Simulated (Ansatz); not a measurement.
# BH2O (SMILES B[O]): methods side by side

BH2O: 4 atoms, total charge 0, spin state doublet. SMILES: `B[O]`. The shape was relaxed beforehand at r2SCAN/def2-SVP.

```xyz
4

B     0.0109   -0.0141   -0.0070
O     1.0331   -0.3433    0.6822
H    -1.0644   -0.5869    0.1465
H     0.0758    0.8840   -0.8418
```

Quantity: the adiabatic electron affinity (to the singlet anion, shapes relaxed at r2SCAN/def2-SVP, no zero-point term), in eV. The values are calculated.

The electron affinity is E(neutral) − E(anion): positive where the electron is bound.

| level | kind | program | value (eV) | less CCSD(T)/def2-TZVPP | CPU time (all runs) |
| --- | --- | --- | --- | --- | --- |
| UHF/def2-TZVPP | Hartree–Fock | Ansatz | 0.78 | -1.47 | 0.71 s |
| USVWN5/def2-TZVPP | LDA | Ansatz | 2.28 | +0.03 | 0.88 s |
| UBLYP/def2-TZVPP | GGA | Ansatz | 2.02 | -0.23 | 1.5 s |
| UB3LYP/def2-TZVPP | global hybrid | Ansatz | 2.20 | -0.05 | 1.9 s |
| U-wB97M-V/def2-TZVPP | range-separated hybrid | Ansatz | 2.23 | -0.02 | 5.9 s |
| UCAM-B3LYP/def2-TZVPP | range-separated hybrid | Ansatz | 2.23 | -0.02 | 2 s |
| RPA@PBE/def2-TZVPP | RPA | Ansatz | 2.40 | +0.15 | 2.9 s |
| UMP2/def2-TZVPP | perturbation theory | Ansatz | 2.71 | +0.46 | 1.2 s |
| UCCSD(T)/def2-TZVPP | coupled cluster or CI | Ansatz | 2.25 | 0.00 | 4.8 s |

UCCSD(T)/def2-TZVPP is the highest level here, not the true value. The values span 0.78 to 2.71 eV. In so small a basis fixed costs decide the times, and correlated methods can beat functionals. CPU times are rough (shared hosts, several kinds of processor and program).

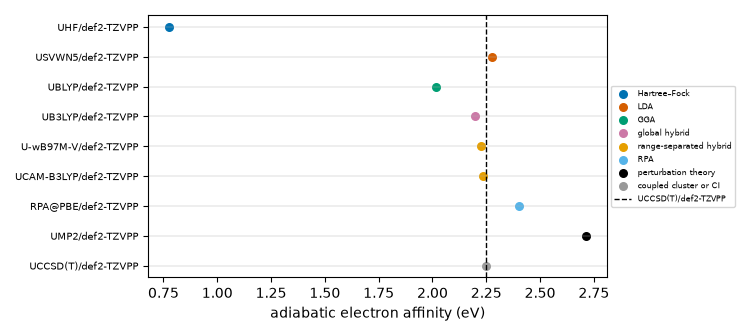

The values of the table, level by level.
